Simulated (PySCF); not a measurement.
# 1,2-difluoroethane (C2H4F2): electronic excitations and core binding energies

Aim: predict the electronic excitations and core binding energies of 1,2-difluoroethane (C2H4F2) (`FCCF`).

Computed with PySCF 2.14.0, with density-fitted response routines of our own, on a single molecule in the gas phase. Atoms count from 0, in the outputs and in this text.

## 1. The starting structure

8 atoms, charge 0, multiplicity 1; geometry from: GFN2-xTB.

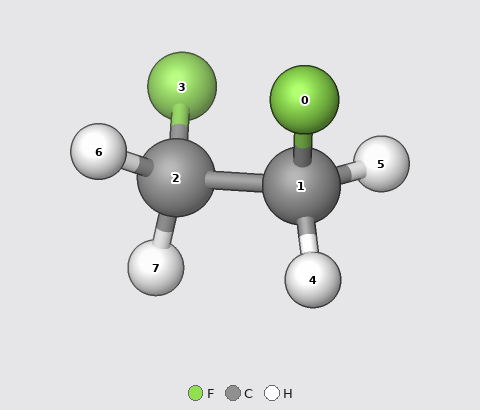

The starting geometry (fluorine green, carbon grey, hydrogen white), atoms numbered.

## 2. Excited states and response: CAM-B3LYP/def2-SVPD

Job settings and geometry (Å):

```
{"job": {"kind": "uv", "xc": "CAM-B3LYP", "basis": "def2-SVPD", "nstates": 8, "ntriplets": 3}, "charge": 0, "multiplicity": 1}
F      1.175102     1.186044     0.563216
C      0.755518     0.062022    -0.098563
C     -0.735106    -0.165493     0.108145
F     -1.467332     0.533429    -0.815506
H      1.331758    -0.775134     0.306330
H      0.980544     0.208925    -1.159254
H     -1.047299     0.181833     1.097679
H     -0.984128    -1.222213    -0.026611
```

Level: TDDFT CAM-B3LYP/def2-SVPD, vertical, gas phase, core orbitals frozen in the response.

**Question.** This job is followed by: delta-SCF UKS SCAN, pcX-2 on the ionised atom, pcseg-1 elsewhere, spin-free X2C. What will the session give for the following? lowest singlet (CAM-B3LYP/def2-SVPD); brightest single state of those computed; lowest triplet; F1s binding energies, SCAN/pcX-2; C1s binding energies, SCAN/pcX-2.

As calculated:

```
                                quantity                         value
    lowest singlet (CAM-B3LYP/def2-SVPD)   9.27 eV (134 nm), f = 0.020
brightest single state of those computed  state 8, 10.41 eV, f = 0.071
                          lowest triplet                       8.96 eV
        F1s binding energies, SCAN/pcX-2                  F0 692.80 eV
        C1s binding energies, SCAN/pcX-2                  C1 293.64 eV
```

**Reading.** The lowest singlet, at 9.27 eV, is HOMO→LUMO 0.93 and is weak; of the 8 states computed, the strongest absorption comes from state 8 at 10.41 eV (the last computed, so partners may be missing). The lowest triplet lies 0.31 eV below the lowest singlet (triplets in Tamm-Dancoff, singlets in full TDDFT).
